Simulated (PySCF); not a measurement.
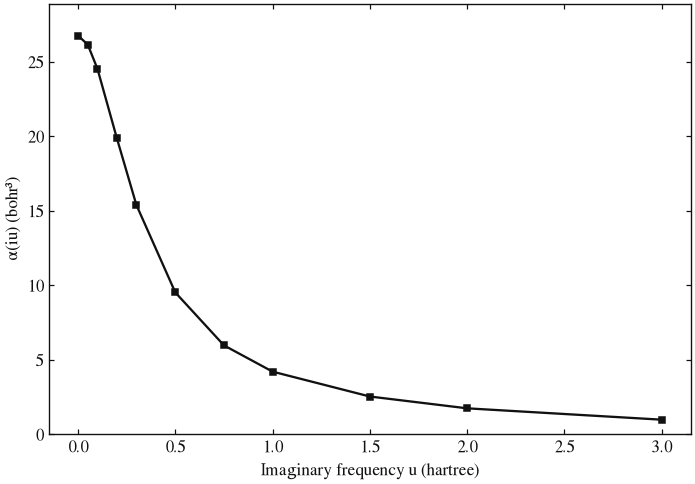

Dipole polarisability at imaginary frequency of Sn⁺ ([Kr] 4d¹⁰ 5s² 5p). Coupled response at the wB97M-V level; PySCF, aug-cc-pVQZ-PP with a 28-electron core potential, unrestricted single determinants, no spin-orbit coupling.

**What follows from the curve?**

The static dipole polarisability is 26.8 bohr³; α(iu) falls to half of it near u = 0.36 hartree. The Casimir–Polder integral gives C₆ = 200 hartree bohr⁶ for two such species.
